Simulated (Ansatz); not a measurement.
**Pressure series in hypothetical Pm-3n InP**

The reference is InP (space group Pm-3n, No. 223; a hypothetical phase, not in the database extracts checked).

```
InP
1.0
    7.33425     0.00000     0.00000
    0.00000     7.33425     0.00000
    0.00000     0.00000     7.33425
In P
6 6
Direct
  0.25000   0.00000   0.50000
  0.50000   0.25000   0.00000
  0.50000   0.75000   0.00000
  0.75000   0.00000   0.50000
  0.00000   0.50000   0.75000
  0.00000   0.50000   0.25000
  0.25000   0.50000   0.00000
  0.00000   0.25000   0.50000
  0.00000   0.75000   0.50000
  0.75000   0.50000   0.00000
  0.50000   0.00000   0.75000
  0.50000   0.00000   0.25000
```

Cell and atoms are relaxed at each pressure.

Levels (all Ansatz, an electronic-structure program, PAW): PBE (420 eV, scalar-relativistic without spin-orbit coupling); PBEsol (420 eV, no spin-orbit coupling).

The base cell above is that of PBE; each level relaxes its own structures.

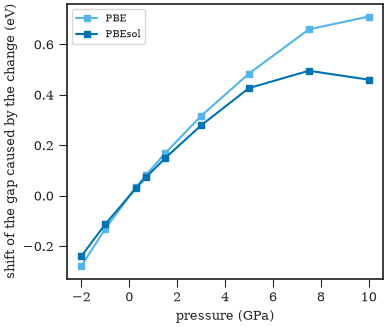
Shift of the gap caused by the change under two levels

**Question.** How do the two levels compare along the series?

**Answer.** The two levels differ by at most about 0.25 eV. Near ties aside, they put the cases in the same order.

Load acts through the strain it causes; cell and atoms are relaxed under it. Whether these cells are dynamically stable was not tested. Competing high-pressure phases were not computed. The zero or small gap of InP under pressure −2 GPa can change with the level of theory.
